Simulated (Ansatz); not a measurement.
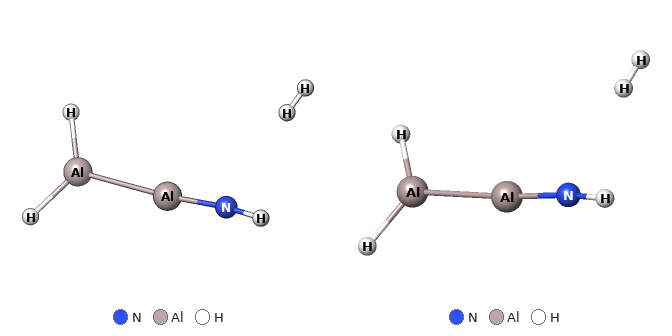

Both panels show the same species.

Computed geometry: PBE0-D4/def2-TZVP optimisation. No frequency run is at hand to confirm it as a minimum.

### Count the atoms of each element.

Al₂H₅N, 8 atoms: 2 aluminium, 5 hydrogen and 1 nitrogen. Judged by distances it falls into 2 fragments: Al2H3N, H2.

### How many bonds of each kind are drawn?

2 Al–H, 1 Al–N, 1 Al–Al, 1 N–H, 1 H–H. Sticks follow a distance rule.

### Give the symmetry (Schoenflies symbol).

Cs.

### How many sets of symmetry-equivalent atoms are there?

8: 1 N, 1 Al, 1 Al, 1 H, 1 H, 1 H, 1 H, 1 H.
